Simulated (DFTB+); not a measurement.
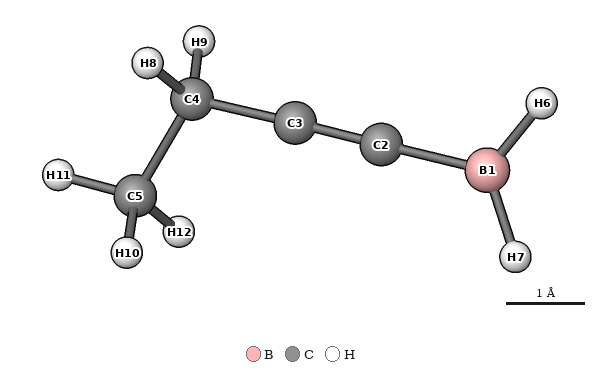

Fig. 1: The structure as given in the input (ball-and-stick view, seen at a tilt; atoms are numbered from 1 in the order of the input). Bond lengths as drawn: B–C 1.49 Å, B–H 1.17 Å, C–C 1.21 to 1.53 Å and C–H 1.09 to 1.10 Å.

# Energy and gradient calculation of C4H7B

The run: energy and gradient calculation of C4H7B. Method and program: GFN2-xTB, R-SCC, dispersion built in (DFTB+ 25.1).

The geometry comes from this level: GFN2-xTB.

**Input (dftb_in.hsd)**
```
Geometry = GenFormat {
  <<< "start.gen"
}
Hamiltonian = xTB {
  Method = "GFN2-xTB"
  Filling = Fermi {
    Temperature [Kelvin] = 300
  }
}
Analysis = {
  PrintForces = Yes
}
Options = {
  WriteResultsTag = Yes
}
ParserOptions = {
  ParserVersion = 14
}
```

**File start.gen**
```
12 C
B C H
   1  1     -0.697750      2.903520      0.188830
   2  2     -0.485280      1.430500      0.285480
   3  2     -0.314920      0.235030      0.375540
   4  2     -0.097620     -1.192400      0.463450
   5  2      0.801010     -1.709070     -0.661210
   6  3     -1.403060      3.437370      0.956370
   7  3     -0.157710      3.513620     -0.652260
   8  3      0.354660     -1.413680      1.435830
   9  3     -1.069440     -1.695570      0.427330
  10  3      1.775380     -1.227430     -0.620140
  11  3      0.939430     -2.784230     -0.568480
  12  3      0.355300     -1.497670     -1.630750
```

Machine: 1 thread of Intel Xeon @ 2.50GHz (Skylake/Cascade Lake), 32 GiB of memory available, shared host.

Command:
```bash
dftb+ > output.log
```

**Output**
```
|  DFTB+ development version (commit: a23bfb2)

Reading input file 'dftb_in.hsd'
Parser version: 14

--------------------------------------------------------------------------------

Processed input in HSD format written to 'dftb_pin.hsd'

Starting initialization...
--------------------------------------------------------------------------------
OpenMP threads:              1
Chosen random seed:          492522725
Current stacksize:           unlimited
Mode:                        Static calculation
Self consistent charges:     Yes
SCC-tolerance:                 0.100000E-04
Max. scc iterations:                    100
Shell resolved Hubbard:      Yes
Spin polarisation:           No
Nr. of up electrons:            13.000000
Nr. of down electrons:          13.000000
Periodic boundaries:         No
Electronic solver:           Relatively robust
Mixer:                       Broyden mixer
Mixing parameter:                  0.200000
Nr. of chrg. vec. in memory:            100
Max. SCC-cycles:                        100
tblite library version:      0.3.0
-> parametrization:          GFN2-xTB
-> repulsion:                Yes
-> dispersion:               Yes
-> halogen bonding:          No
-> electrostatics:           Yes
   -> isotropic:             Yes
   -> anisotropic:           Yes
   -> third-order:           Yes
Electronic temperature:              0.950045E-03 H      0.258520E-01 eV
Initial charges:             Set automatically (system chrg:   0.000E+00)
Included shells:             B:  s, p
                             C:  s, p
                             H:  s
Extra options:
                             Mulliken analysis
                             Force calculation
Force type                   original

--------------------------------------------------------------------------------

***  Geometry step: 0

 iSCC Total electronic   Diff electronic      SCC error
    1   -0.13527068E+02    0.00000000E+00    0.14115252E+01
    2   -0.13560630E+02   -0.13527068E+02    0.11457570E+01
    3   -0.13523299E+02   -0.33561413E-01    0.46158175E+00
    4   -0.13558264E+02    0.37331157E-01    0.18088164E+00
    5   -0.13560537E+02   -0.34965662E-01    0.10745538E+00
    6   -0.13558705E+02   -0.22725710E-02    0.85673440E-01
    7   -0.13561243E+02    0.18313522E-02    0.18866743E-01
    8   -0.13561232E+02   -0.25375773E-02    0.97808715E-02
    9   -0.13561287E+02    0.11216821E-04    0.46818793E-02
   10   -0.13561262E+02   -0.55375479E-04    0.79989001E-03
   11   -0.13561265E+02    0.24996087E-04    0.37758852E-03
   12   -0.13561274E+02   -0.25743899E-05    0.30594004E-03
   13   -0.13561272E+02   -0.88191342E-05    0.49283246E-04
   14   -0.13561271E+02    0.20055831E-05    0.14428638E-04
   15   -0.13561271E+02    0.70902125E-06    0.22842530E-04
   16   -0.13561271E+02    0.24028240E-06    0.72876306E-05

Total Energy:                      -13.2965972884 H         -361.8188 eV
Extrapolated to 0K:                -13.2965972884 H         -361.8188 eV
Total Mermin free energy:          -13.2965972884 H         -361.8188 eV
Force related energy:              -13.2965972884 H         -361.8188 eV

--------------------------------------------------------------------------------
--------------------------------------------------------------------------------
SCC                                    +       0.02 ( 81.7%)       0.02 ( 80.0%)
--------------------------------------------------------------------------------
Missing                                +       0.00 ( 18.3%)       0.00 ( 20.0%)
Total                                  =       0.02 (100.0%)       0.02 (100.0%)
--------------------------------------------------------------------------------
```

**File detailed.out**
```
Fermi distribution function

Calculation with static geometry

********************************************************************************
 iSCC Total electronic   Diff electronic      SCC error
   16   -0.13561271E+02    0.24028240E-06    0.72876306E-05
********************************************************************************

 Total charge:    -0.00000000

 Atomic gross charges (e)
 Atom           Charge
    1       0.23255749
    2      -0.11993704
    3      -0.02379006
    4      -0.03508723
    5      -0.09729565
    6      -0.08728060
    7      -0.08665890
    8       0.05330751
    9       0.05267921
   10       0.03881621
   11       0.03395837
   12       0.03873069

Nr. of electrons (up):     26.00000000
Atom populations (up)
 Atom       Population
    1       2.76744251
    2       4.11993704
    3       4.02379006
    4       4.03508723
    5       4.09729565
    6       1.08728060
    7       1.08665890
    8       0.94669249
    9       0.94732079
   10       0.96118379
   11       0.96604163
   12       0.96126931

l-shell populations (up)
 Atom Sh.   l       Population
    1   1   0       0.94261748
    1   2   1       1.82482503
    2   1   0       1.16613325
    2   2   1       2.95380379
    3   1   0       1.13542901
    3   2   1       2.88836104
    4   1   0       1.03416336
    4   2   1       3.00092387
    5   1   0       1.03298912
    5   2   1       3.06430653
    6   1   0       1.08728060
    7   1   0       1.08665890
    8   1   0       0.94669249
    9   1   0       0.94732079
   10   1   0       0.96118379
   11   1   0       0.96604163
   12   1   0       0.96126931

Orbital populations (up)
 Atom Sh.   l   m       Population  Label
    1   1   0   0       0.94261748  s
    1   2   1  -1       0.79747689  p_y
    1   2   1   0       0.59836201  p_z
    1   2   1   1       0.42898613  p_x
    2   1   0   0       1.16613325  s
    2   2   1  -1       0.97425463  p_y
    2   2   1   0       0.98408520  p_z
    2   2   1   1       0.99546396  p_x
    3   1   0   0       1.13542901  s
    3   2   1  -1       0.92015834  p_y
    3   2   1   0       1.00646043  p_z
    3   2   1   1       0.96174228  p_x
    4   1   0   0       1.03416336  s
    4   2   1  -1       0.98492685  p_y
    4   2   1   0       1.00366349  p_z
    4   2   1   1       1.01233352  p_x
    5   1   0   0       1.03298912  s
    5   2   1  -1       1.02770517  p_y
    5   2   1   0       1.01264346  p_z
    5   2   1   1       1.02395789  p_x
    6   1   0   0       1.08728060  s
    7   1   0   0       1.08665890  s
    8   1   0   0       0.94669249  s
    9   1   0   0       0.94732079  s
   10   1   0   0       0.96118379  s
   11   1   0   0       0.96604163  s
   12   1   0   0       0.96126931  s

Fermi level:                        -0.3246289284 H           -8.8336 eV
Band energy:                       -12.7671308480 H         -347.4113 eV
TS:                                  0.0000000000 H            0.0000 eV
Band free energy (E-TS):           -12.7671308480 H         -347.4113 eV
Extrapolated E(0K):                -12.7671308480 H         -347.4113 eV
Input / Output electrons (q):     26.0000000000     26.0000000000

Energy H0:                         -13.5964866847 H         -369.9792 eV
Energy SCC:                          0.0352159748 H            0.9583 eV
Total Electronic energy:           -13.5612707100 H         -369.0210 eV
Repulsive energy:                    0.2701130539 H            7.3502 eV
Total energy:                      -13.2965972884 H         -361.8188 eV
Extrapolated to 0:                 -13.2965972884 H         -361.8188 eV
Total Mermin free energy:          -13.2965972884 H         -361.8188 eV
Force related energy:              -13.2965972884 H         -361.8188 eV

Non-constrained calculation

SCC converged

Total Forces
    1     -0.000092407259     -0.000056399887      0.000063097348
    2      0.000120064596      0.000188254646     -0.000005969101
    3      0.000038515382     -0.000141773618     -0.000071073725
    4     -0.000070856562     -0.000040254639      0.000034941664
    5     -0.000025190598      0.000047959866      0.000014792383
    6      0.000010823977      0.000040429222     -0.000008780940
    7      0.000005035322     -0.000051048700     -0.000038133802
    8      0.000013752344     -0.000053534233     -0.000008114593
    9     -0.000046249822     -0.000006472898     -0.000010057951
   10      0.000048462523      0.000043200257     -0.000017043371
   11      0.000015164433      0.000028007171      0.000015892821
   12     -0.000017114336      0.000001632813      0.000030449267

Maximal derivative component:        0.188255E-03 au

Dipole moment:    0.09778909   -0.64072969    0.04252783 au
Dipole moment:    0.24855509   -1.62857257    0.10809498 Debye
```

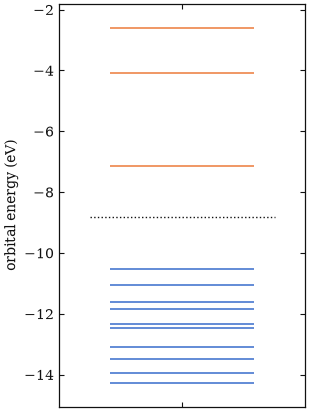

Fig. 2: Orbital energies near the frontier; the dotted line parts filled from empty levels, and levels within 0.02 eV of each other stand side by side. Highest filled −10.52 eV, lowest empty −7.14 eV, 3.38 eV apart.

**Results in brief**

| quantity | value |
| --- | --- |
| outcome | converged |
| Mermin free energy | −13.296597 hartree |
| basis functions | 27 |
| largest force | 0.011 eV/Å |
| HOMO | −10.52 eV |
| LUMO | −7.14 eV |
| dipole moment | 1.65 D |
| peak memory | 0.071 GiB |

**Remarks**

Settings chosen away from the usual ones: electronic_temperature.
